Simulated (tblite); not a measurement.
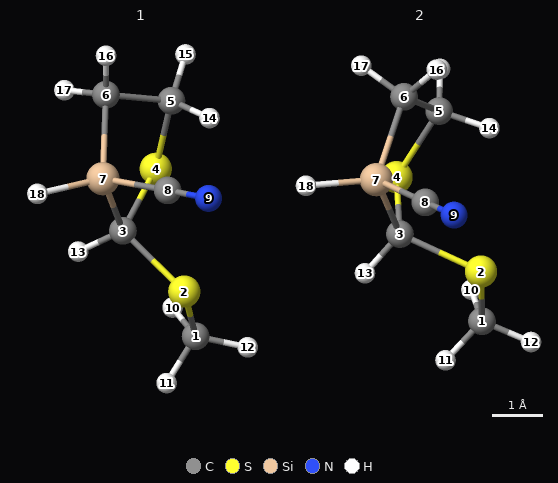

Two geometries of C$_{5}$H$_{9}$NS$_{2}$Si, drawn at one scale. One is the start of a relaxation, the other its converged end. Style: ball-and-stick. Shown from a free direction.

Computed with GFN2-xTB geometry optimisation, gas phase (tblite). 

Which one is relaxed?

Answer. Structure 2 is the relaxed one. H16 moves most after the best rigid fit: 1.09 Å. Largest moves by element: H 1.09 Å, N 0.91 Å, S 0.82 Å, C 0.60 Å, Si 0.13 Å. Some distances before and after: S2–C3 1.777 → 1.825 Å, C3–Si7 1.869 → 1.916 Å, Si7–C8 1.822 → 1.865 Å, C6–Si7 1.876 → 1.909 Å. Among the angles between lasting bonds that change: C1–S2–C3 107.3° → 98.8°, C5–C6–Si7 98.8° → 106.8°, S4–C5–C6 101.8° → 109.5°. Groups turn about C6–Si7 by about 45°, C3–Si7 by about 40°, C1–S2 by about 35°. Over 137 geometry steps the energy falls by 0.693 eV.
